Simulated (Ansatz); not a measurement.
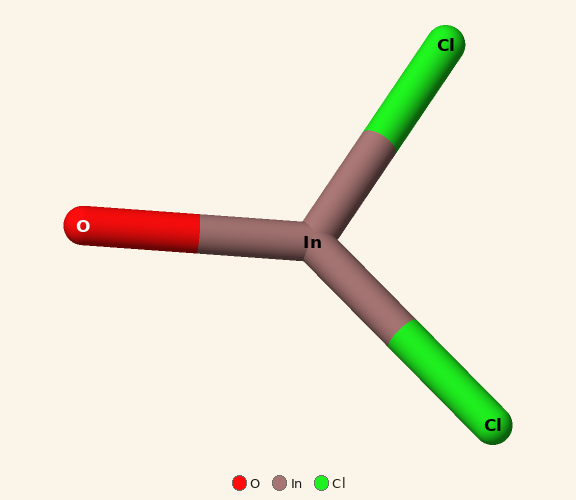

State: neutral, doublet. Geometry: moved along internal coordinates away from the minimum. Properties computed with UKS B3LYP-D4/def2-TZVPP, core potentials on In (Ansatz 0.2.0).

**What is the ⟨S²⟩ of the determinant?**

0.756.
